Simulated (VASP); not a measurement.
Consider the following.

```yaml
crystal:
  lattice:
    - [0.00000, 3.70500, 3.70500]
    - [3.70500, 0.00000, 3.70500]
    - [3.70500, 3.70500, 0.00000]
  atoms:
    - { symbol: K, position: [0.25000, 0.25000, 0.25000] }
    - { symbol: K, position: [0.75000, 0.75000, 0.75000] }
    - { symbol: S, position: [0.00000, 0.00000, 0.00000] }
```

These are PBE GGA with D4 dispersion, VASP's PBE PAW potentials (set 64) (plane waves; VASP) values and carry that method's errors. Numerical set-up: 520 eV cut-off, 6×6×6 Γ-centred mesh, tetrahedra with Blöchl corrections, potentials K_sv S.

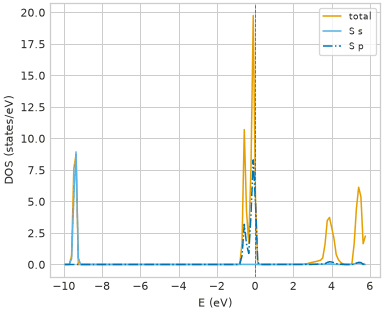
Figure: Total and projected density of states, zero at the valence-band maximum

Within 2 eV below the valence-band maximum the largest weight inside VASP's projection spheres is S p.

The gap is indirect, 2.37 eV, from the valence maximum at X to the conduction minimum at Γ.

The compound is K2S in the antifluorite structure. The cell was not relaxed at this level.
